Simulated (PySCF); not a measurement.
System: C$_{6}$H$_{11}$ClO$_{2}$Si.

```xyz
21

C    -2.8404    0.0036   -0.0358
C    -1.3992    0.3798    0.0008
C    -1.0627    1.6811    0.6473
C    -0.4413   -0.4040   -0.5462
C    -0.7048   -1.6548   -1.2418
O    -1.7733   -2.2131   -1.3471
O     0.8845    0.0131   -0.5406
C     1.7417   -0.7383    0.3119
Si    3.4229    0.1556    0.1791
Cl    3.2211    1.9709    1.0039
H    -3.0090   -0.9087    0.5348
H    -3.1530   -0.2182   -1.0549
H    -3.4571    0.8007    0.3706
H    -1.5292    2.4946    0.0916
H     0.0106    1.8468    0.6721
H    -1.4606    1.7042    1.6618
H     0.2026   -2.0766   -1.7202
H     1.3443   -0.7426    1.3352
H     1.8005   -1.7829   -0.0123
H     3.7619    0.3058   -1.2298
H     4.4317   -0.5999    0.9193
```

Geometry: GFN2-xTB.

These are results of PySCF, PBE0/pcSseg-1, SCF density, gas phase, non-relativistic, not measurements.

Q: Predict the electron density and electron localisation function between the atoms.

A: C–O (1.21 Å): ρ is about 3.3 e/Å³ halfway; the ELF peaks at about 0.85 between the atoms: a multiple bond.
C–C (1.35 Å): ρ at the midpoint is about 2.2 e/Å³; the ELF peaks at about 0.95 between the atoms: a covalent bond.
C–H (1.09 Å): the density is about 2 e/Å³ at the midpoint; the ELF climbs to about 1 towards the hydrogen, as it does in any bond to H; a covalent bond by its length.
C–O (1.39 Å): the density is about 2.2 e/Å³ at the midpoint, with its minimum of 1.9 e/Å³ about 0.5 Å from C; the ELF peaks at about 0.90 between the atoms; a shared but strongly polarised pair.

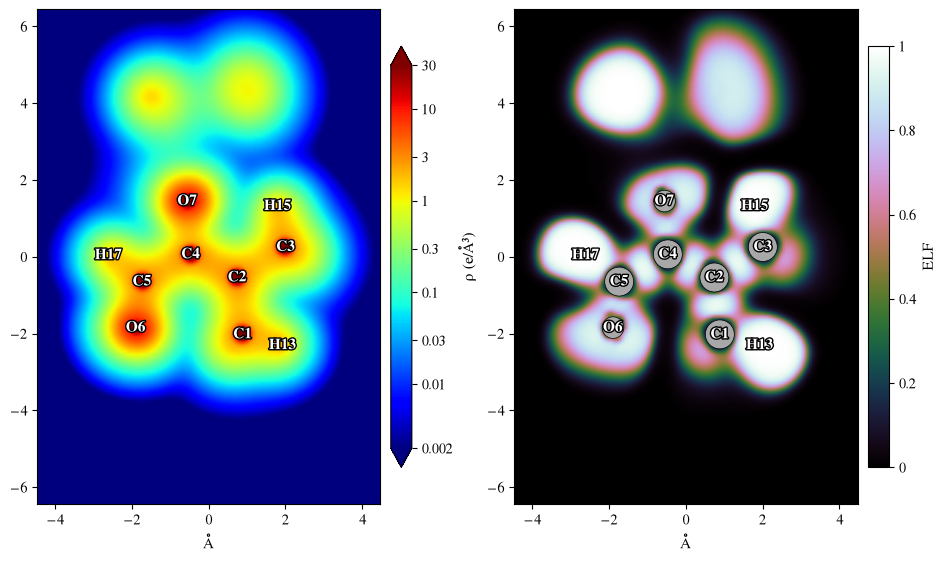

Computed electron density and electron localisation function on the plane of atoms C2, C4 and O7, in this order. Grey discs cover the atomic cores in the ELF map. 
